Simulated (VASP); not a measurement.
Energy against volume of Ag (fcc). All values below come from PBE GGA with D4 dispersion, VASP's PBE PAW potentials (set 64) (plane waves; VASP).

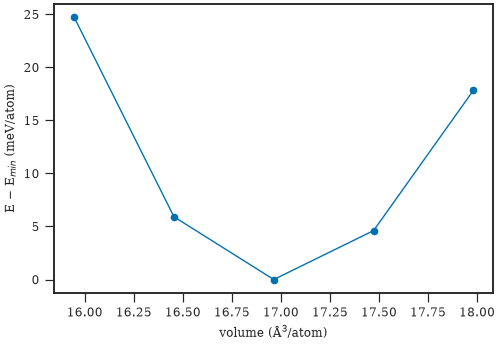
Figure: Energy against volume

Q: Estimate the equilibrium volume and the bulk modulus.

A: The minimum lies near 17.0 Å³/atom, and the curvature gives B0 of about 110 GPa.

Measured: bulk modulus 110 GPa at 0 K (computed value off by -0.3 %), as given by H. Levämäki et al., Physical Review B (2014), arXiv:1402.3671 [corrected for temperature and zero-point phonon effects]; a 4.062 Å at 0 K (computed value off by +0.4 %), as given by Daniel Mejia-Rodriguez et al., Physical Review B (2018), arXiv:1807.09216 [static lattice: zero-point anharmonic expansion removed].

The compound is Ag in the fcc structure. It was relaxed first.
